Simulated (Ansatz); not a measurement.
# C6H20O2Si3: the cost of one run

Computed with Ansatz 0.2.0, Gaussian basis. Level: the settings change from run to run.

4 further runs of the same task are left out: 4 that didn't finish. Runs told in other sessions of the task aren't counted.

## 1. The geometry

The structure was relaxed beforehand with r2SCAN-D4/def2-SVP.

SMILES `C[SiH](C)O[SiH](C)O[Si](C)(C)C`, 31 atoms, charge 0, spin multiplicity 1.

Atoms are counted from 1 here; the program's logs count them from 0.

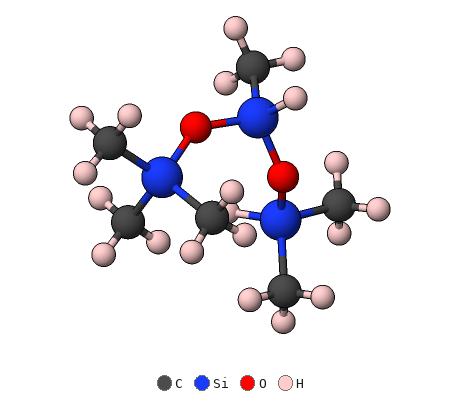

The structure; carbon dark grey, silicon blue, oxygen red, hydrogen pink.

## 2. SVWN5/cc-pVDZ

Options: high accuracy, the search for lower states set to off.

in.yaml reads:

```yaml
crystal:
  periodic: [false, false, false]
  atoms:
    - {symbol: C, position_ang: [2.187306, 0.025832, -2.221580]}
    - {symbol: Si, position_ang: [2.255157, 0.338453, -0.380889]}
    - {symbol: C, position_ang: [3.979411, 0.074169, 0.292363]}
    - {symbol: O, position_ang: [1.206567, -0.732103, 0.359028]}
    - {symbol: Si, position_ang: [0.130475, -0.845776, 1.621748]}
    - {symbol: C, position_ang: [0.775321, 0.050320, 3.120423]}
    - {symbol: O, position_ang: [-1.313122, -0.166622, 1.182966]}
    - {symbol: Si, position_ang: [-2.217671, 0.013899, -0.222937]}
    - {symbol: C, position_ang: [-4.014938, 0.070895, 0.292936]}
    - {symbol: C, position_ang: [-1.880351, -1.440545, -1.359886]}
    - {symbol: C, position_ang: [-1.714551, 1.623610, -1.043416]}
    - {symbol: H, position_ang: [2.869288, 0.697859, -2.767999]}
    - {symbol: H, position_ang: [1.171052, 0.181351, -2.617913]}
    - {symbol: H, position_ang: [2.479839, -1.012926, -2.446608]}
    - {symbol: H, position_ang: [1.812809, 1.740740, -0.082645]}
    - {symbol: H, position_ang: [4.016180, 0.262262, 1.377563]}
    - {symbol: H, position_ang: [4.705475, 0.749475, -0.189829]}
    - {symbol: H, position_ang: [4.310555, -0.962672, 0.117855]}
    - {symbol: H, position_ang: [-0.059640, -2.300509, 1.881583]}
    - {symbol: H, position_ang: [0.931956, 1.117794, 2.892289]}
    - {symbol: H, position_ang: [0.058194, -0.011638, 3.954665]}
    - {symbol: H, position_ang: [1.732854, -0.375178, 3.461679]}
    - {symbol: H, position_ang: [-4.308356, -0.862401, 0.800999]}
    - {symbol: H, position_ang: [-4.681117, 0.207489, -0.574870]}
    - {symbol: H, position_ang: [-4.195866, 0.903454, 0.992605]}
    - {symbol: H, position_ang: [-2.185147, -2.391489, -0.891470]}
    - {symbol: H, position_ang: [-0.804465, -1.511929, -1.590866]}
    - {symbol: H, position_ang: [-2.427767, -1.346355, -2.312719]}
    - {symbol: H, position_ang: [-2.311076, 1.818127, -1.950424]}
    - {symbol: H, position_ang: [-1.856328, 2.474923, -0.357048]}
    - {symbol: H, position_ang: [-0.652035, 1.609472, -1.337635]}
basis:
  gaussian: {orbitals: cc-pVDZ}
hamiltonian: {xc: {name: SVWN5}}
accuracy: high
scf: {lower_state_search: off}
output: {forces: true}
```

Command:

```
ansatz run in.yaml --threads 4 --pin off --events-out ev --progress --plain --max-ram 6963MiB
```

Q: Estimate wall time and peak memory on 4 threads of Arm Neoverse V1, shared host.

About 36 s, with a peak of 2.1 GiB.
